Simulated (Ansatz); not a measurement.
A series of calculations on SiHCl$_{3}$

## 1. Relaxation

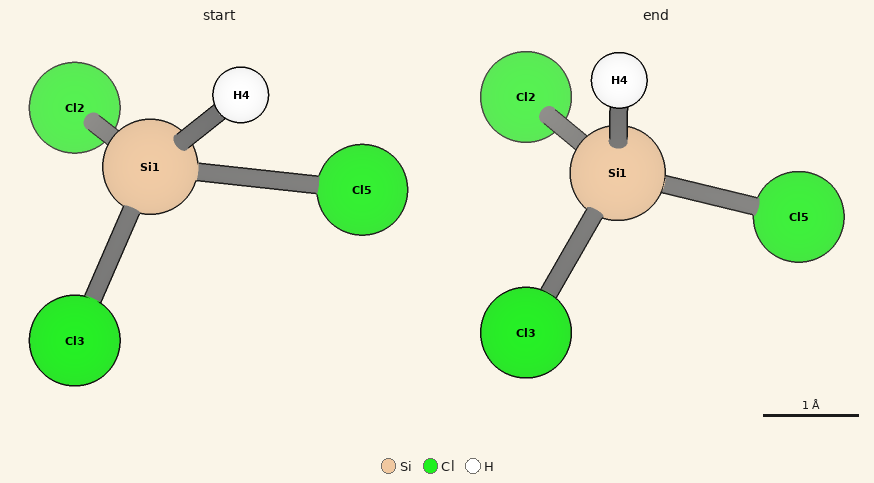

The structure of SiHCl$_{3}$ (started from a transition state, displaced along its imaginary mode) before (left) and after (right) a relaxation, at one scale.

Style: ball-and-stick. Shown from a free direction.

Level of theory: Ansatz, RKS PBE0-D4/def2-TZVP.

Input file:
```yaml
crystal:
  periodic: [false, false, false]
  atoms:
    - {symbol: Si, position_ang: [-0.139235, -0.107072, -0.338067]}
    - {symbol: Cl, position_ang: [1.650012, -0.763339, -1.052542]}
    - {symbol: Cl, position_ang: [-1.122490, -1.730901, 0.396068]}
    - {symbol: H, position_ang: [-0.647808, 1.287425, -0.380003]}
    - {symbol: Cl, position_ang: [0.259521, 1.313887, 1.374443]}
basis:
  gaussian: {orbitals: def2-TZVP}
hamiltonian: {xc: pbe0, dispersion: d4}
relax: {f_tol: 0.005, max_steps: 200}
```

Run as
```bash
ansatz run in.yaml --threads 2 --pin off --events-out ev --progress --plain --max-ram 4352MiB
```

Question: Summarise the run.

Answer: Over 7 geometry steps the energy falls by 191.6 kJ/mol. The largest force component goes from 2.2 to 0.0013 eV/Å. The atom that moves furthest after the best rigid fit is H4 (0.66 Å). By element the largest moves are H 0.66 Å, Cl 0.43 Å, Si 0.33 Å. Among the contacts that change: Si1–Cl5 2.261 → 2.030 Å, Si1–H4 1.485 → 1.469 Å, Si1–Cl2 2.035 → 2.030 Å. Among the angles between lasting bonds that change: H4–Si1–Cl5 59.4° → 109.4°, Cl2–Si1–H4 126.4° → 109.4°, Cl2–Si1–Cl3 107.1° → 109.5°. Cost: 23 s on 2 threads of Arm Neoverse V2, on a shared host.

## 2. Relaxation

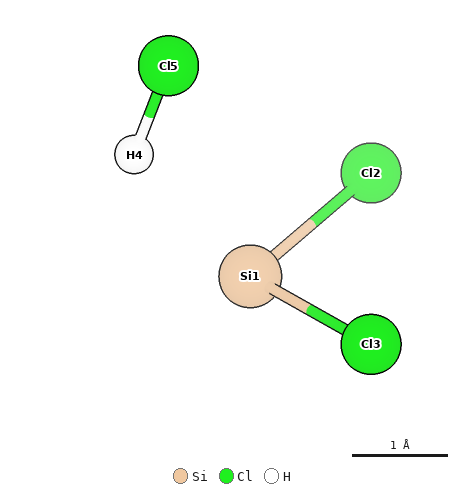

SiHCl$_{3}$ (started from a transition state, displaced along its imaginary mode), before the relaxation. A ball-and-stick model, seen from a free direction.

Level of theory: Ansatz 0.2.0, RKS PBE0-D4/def2-TZVP.

Input
```yaml
crystal:
  periodic: [false, false, false]
  atoms:
    - {symbol: Si, position_ang: [-0.315493, -0.317761, -0.816099]}
    - {symbol: Cl, position_ang: [1.704192, -0.823068, -1.004287]}
    - {symbol: Cl, position_ang: [-1.079975, -1.794751, 0.450370]}
    - {symbol: H, position_ang: [-0.400292, 1.383630, 0.158031]}
    - {symbol: Cl, position_ang: [0.091568, 1.551949, 1.211884]}
basis:
  gaussian: {orbitals: def2-TZVP}
hamiltonian: {xc: pbe0, dispersion: d4}
relax: {f_tol: 0.005, max_steps: 200}
```

Command:
```bash
ansatz run in.yaml --threads 2 --pin off --events-out ev --progress --plain --max-ram 4352MiB
```

Q: Where does the relaxation end?

A: H4 moves most after the best rigid fit: 1.03 Å. Largest moves by element: H 1.03 Å, Si 0.40 Å, Cl 0.28 Å. Among the contacts that change: Si1–H4 1.962 → 3.371 Å, Si1–Cl5 2.788 → 3.062 Å, H4–Cl5 1.175 → 1.281 Å, Si1–Cl2 2.090 → 2.086 Å. Bond angles that change, for instance: Cl2–Si1–Cl3 103.7° → 101.0°. After 10 accepted moves (11 points after the start) the energy has fallen by 14.9 kcal/mol. Largest force component: 5.1 eV/Å at the start, 0.002 eV/Å at the end. The line search rejected the trial step at point 7 of the run. The run took 33 s on 2 threads of Arm Neoverse V2, on a shared host.

Final geometry:

```xyz
5

Si   -0.2907   -0.6693   -1.0036
Cl    1.7501   -1.1003   -1.0233
Cl   -0.9754   -2.0515    0.4007
H    -0.5697    2.3462    0.4767
Cl    0.0858    1.4750    1.1495
```

After the run, drawn alike:

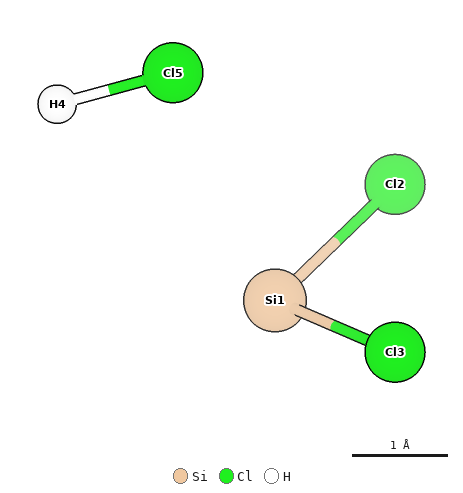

## 3. Reaction

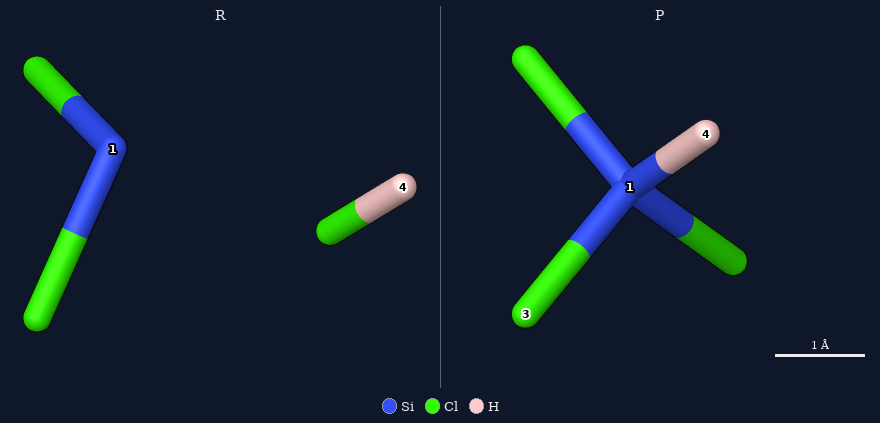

Reactant (R) and product (P) of one elementary step of SiHCl3. The picture is a stick view, seen at a tilt.

Stationary points at PBE0-D4/def2-TZVP, single-point energies with CCSD(T)/CBS, B2PLYP, CCSD(T), B97M-V, BLYP-D4, r2SCAN-D4 (def2-TZVPP where no basis is named; Ansatz 0.2.0). The energies are electronic, without zero-point or thermal terms, and both ends are the relaxed geometries reached downhill from the saddle, with any fragments still in contact. CCSD(T)/CBS stands for a frozen-core estimate: MP2 correlation extrapolated from def2-TZVPP and def2-QZVPP, CCSD(T) minus MP2 from the smaller set.

R:
```xyz
5

Si   -0.2731   -0.6979   -0.9889
Cl    1.7732   -1.1024   -0.9804
Cl   -0.9523   -2.0535    0.4436
H    -0.6043    2.3497    0.4129
Cl    0.0565    1.5042    1.1128
```

P:
```xyz
5

Si   -0.0584    0.0680   -0.0664
Cl    1.6089   -0.5580   -1.0399
Cl   -1.1979   -1.5375    0.4266
H    -0.8277    0.9640   -0.9404
Cl    0.4752    1.0635    1.6199
```

### Predict the saddle point between them and the barrier.

Counted by bonded pieces, R holds HCl + SiCl₂ and P holds SiHCl₃. From R over the saddle to P, bonds form: Si1–H4 (3.37 → 1.64 → 1.47 Å), Si1–Cl5 (3.06 → 2.52 → 2.03 Å). A bond breaks: H4–Cl5 (1.28 → 1.57 → 2.87 Å). The saddle has one imaginary mode, 916i cm⁻¹. The end R keeps a soft imaginary mode of 45i cm⁻¹, so it isn't quite a minimum. With CCSD(T)/CBS the barrier is 71.6 kJ/mol from R and 305.9 kJ/mol from P, and P lies 234.3 kJ/mol below R.

```csv
level,barrier from R (kJ/mol),barrier from P (kJ/mol),P less R (kJ/mol)
CCSD(T)/CBS,71.6,305.9,−234.3
B2PLYP,69.1,296.5,−227.4
CCSD(T),77.5,307.1,−229.6
B97M-V,55.8,287.7,−231.9
BLYP-D4,53.7,250.0,−196.3
r2SCAN-D4,39.4,280.7,−241.2
```

Against CCSD(T)/CBS, B2PLYP comes closest on the barrier from R (−2.4 kJ/mol) and r2SCAN-D4 misses most (−32.1 kJ/mol). At 1 of the 3 structures the mean-field solution behind CCSD(T) isn't stable (a lower one of broken symmetry exists), so those energies are less reliable.

Saddle geometry:

```xyz
5

Si   -0.2274   -0.2124   -0.5771
Cl    1.6771   -0.7932   -1.0284
Cl   -1.1012   -1.7628    0.4232
H    -0.5241    1.3355   -0.1110
Cl    0.1755    1.4329    1.2932
```

The saddle point in the same view, with dashed sticks for the bonds that form or break:

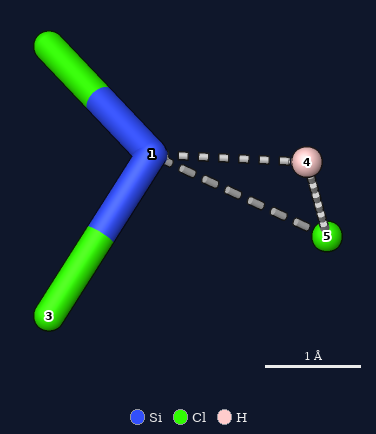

Limits of the set-up: the start holds two separate molecules, 3.1 Å apart at their closest, whose relative position is a soft coordinate.

## 4. Path

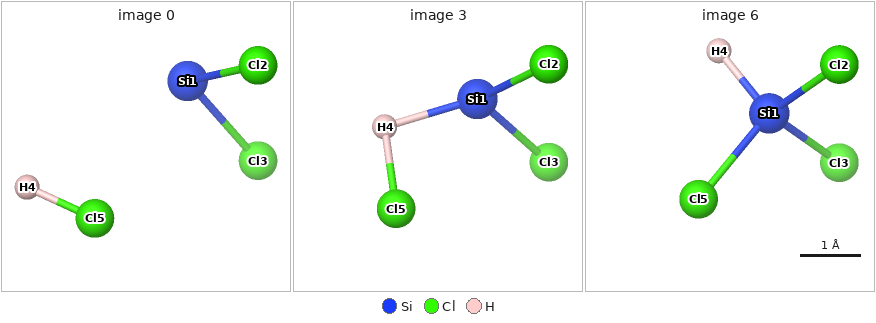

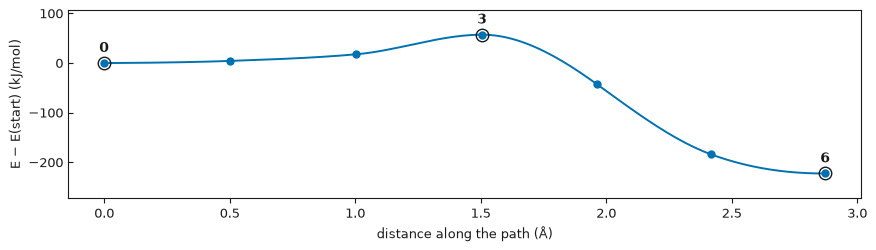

A search for the minimum-energy path of SiHCl3, made up of SiCl2 and HCl by the nudged elastic band. Images are numbered from 0 (start) to 6 (end). A ball-and-stick model, seen from a free direction.

These are results of RKS PBE0-D4/def2-SVP (Ansatz), not measurements. Settings: 5 movable images; climbing image.

Q: What happens along the path, and what is the barrier?

A: The highest point, image 3, lies 57.2 kJ/mol above the start and 279.7 kJ/mol above the end; the end is at −222.4 kJ/mol relative to the start. Breaking: H4–Cl5 (1.28 → 1.59 at the top → 2.87 Å). Forming: Si1–Cl5 (3.06 → 2.51 at the top → 2.03 Å), Si1–H4 (3.37 → 1.64 at the top → 1.47 Å). The band converged in 8 iterations. The largest component of the band force went from 5.4 to 0.022 eV/Å. The climbing image converged on the top of the path. Its curvatures weren't checked. The largest force component is 0.21 eV/Å at the start and 0.29 eV/Å at the end; an end with forces this large is no minimum, and the barrier measured from it can be far off.

Limits of the set-up: the start holds two separate molecules, 3.1 Å apart at their closest, whose relative position is a soft coordinate.
